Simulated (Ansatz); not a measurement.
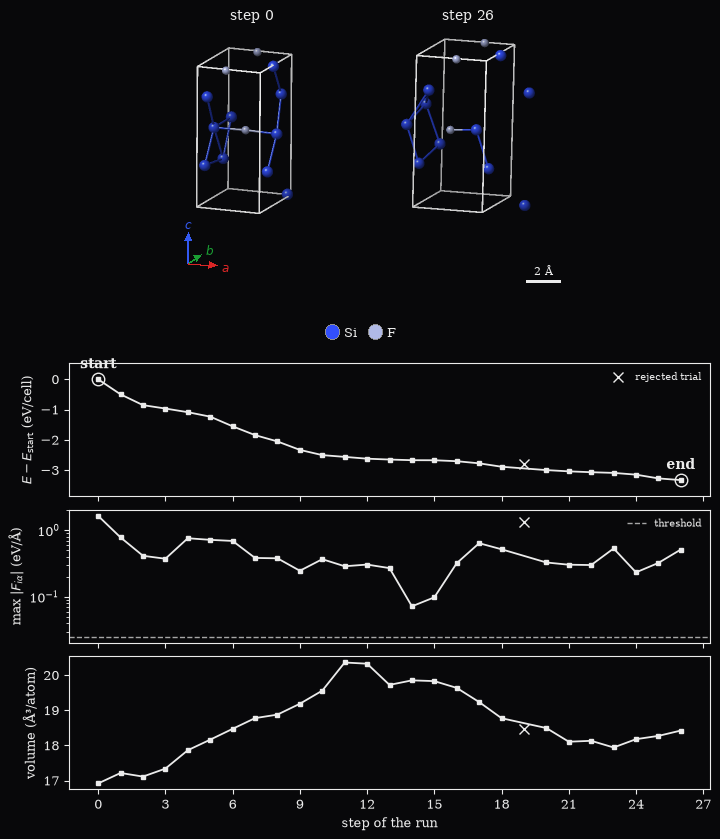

First and last geometry of a relaxation of solid Si4F (a generated structure, set up in P1) (coarse preliminary run), with the history of the run. Style: ball-and-stick. Shown: the cell of the calculation, slightly off an axis.

Theory: Ansatz, DFT PBE, scalar-relativistic, plane waves, PAW. (plane-wave cutoff 420 eV; k-point mesh 6 × 4 × 4; occupations gaussian; smearing width 0.2 eV; no spin polarisation; cell and atoms relaxed; force threshold 0.025 eV/Å; at most 60 steps)

Question: Read the history and describe the run.

Answer: The run was cut off at its time limit before the relaxation converged, so the last structure is only a point on the way. After 25 accepted moves (26 points after the start) the energy has fallen by 3.327 eV per cell of the calculation. The largest force component goes from 1.7 to 0.51 eV/Å. The pressure goes from 4.62 to −0.15 GPa. The line search rejected the trial step at point 19 of the run. The largest move relative to the cell is that of a Si atom, 1.55 Å roughly along [3 1 0]. Largest moves by element: Si 1.55 Å, F 0.94 Å. The volume changes by +8.9 %, with a 3.957 → 4.400 Å (+11.2 %), b 5.045 → 4.564 Å (−9.5 %), c 8.479 → 9.180 Å (+8.3 %), α 89.0° → 89.8°, β 90.7° → 87.9°, γ 89.5° → 89.9°. Near-neighbour distances that change, for instance: Si–Si 4.926 → 2.539 Å, Si–Si 4.459 → 3.015 Å, Si–Si 2.482 → 3.875 Å, Si–Si 4.228 → 2.859 Å. Bonds break: F–Si (1.98 → 2.75 Å), F–Si (2.03 → 2.82 Å), Si–Si (2.31 → 3.45 Å). Among the angles between lasting bonds that change: Si–Si–Si 119.9° → 174.2°, Si–Si–Si 129.0° → 77.0°, Si–Si–Si 118.7° → 69.2°. The space group stays P1 (No. 1). The run took 6.9 min on 1 thread of Intel(R) Xeon(R) 6975P-C (Granite Rapids), with other jobs on the host, peak memory 0.65 GiB.

```
step  E − E(0), meV/atom  largest force component, eV/Å  pressure, GPa  volume, Å³/atom      note
   0                0.00                         1.6518           4.62           16.920          
   1              -49.64                         0.7822           1.81           17.217          
   2              -85.23                         0.4141           1.45           17.115          
   3              -96.46                         0.3739           0.59           17.342          
   4             -108.46                         0.7610          -0.22           17.865          
   5             -123.26                         0.7197          -0.68           18.165          
   6             -155.15                         0.6930          -0.84           18.474          
   7             -184.14                         0.3843          -0.33           18.778          
   8             -205.08                         0.3797           0.06           18.878          
   9             -232.97                         0.2465           0.04           19.187          
  10             -250.18                         0.3682           0.24           19.561          
  11             -256.05                         0.2881          -0.15           20.361          
  12             -262.00                         0.3055          -0.91           20.327          
  13             -264.83                         0.2703           0.72           19.724          
  14             -266.97                         0.0719           0.15           19.853          
  15             -267.15                         0.0982           0.23           19.832          
  16             -270.29                         0.3207          -0.39           19.638          
  17             -277.32                         0.6409          -0.76           19.236          
  18             -288.56                         0.5186          -1.10           18.776          
  19             -279.62                         1.3227           0.30           18.467  rejected
  20             -299.67                         0.3285          -0.41           18.495          
  21             -303.81                         0.3040           0.80           18.107          
  22             -306.63                         0.3006           0.96           18.133          
  23             -308.90                         0.5339           0.64           17.943          
  24             -314.69                         0.2331           0.05           18.179          
  25             -327.13                         0.3237           0.03           18.273          
  26             -332.66                         0.5149          -0.15           18.425
```
